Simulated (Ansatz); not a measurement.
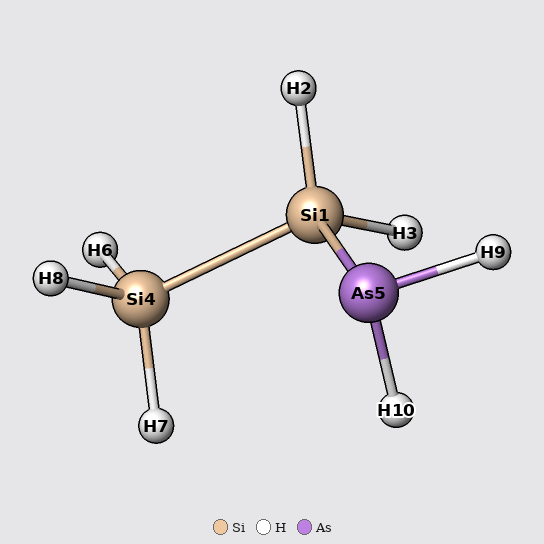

Sticks follow a distance rule. Harmonic vibrations computed with RKS PBE0-D4/def2-TZVP (Ansatz 0.2.0) at a stationary point of the same level.

> Minimum or transition state?

A minimum: no imaginary frequency, and the lowest mode lies at 87 cm⁻¹.

> List the wavenumbers.

24 modes: 87, 88, 115, 336, 345, 440, 464, 471, 619, 628, 709, 751, 875, 924, 937, 941, 983, 2202, 2206, 2214, 2215, 2219, 2226, 2228 cm⁻¹.
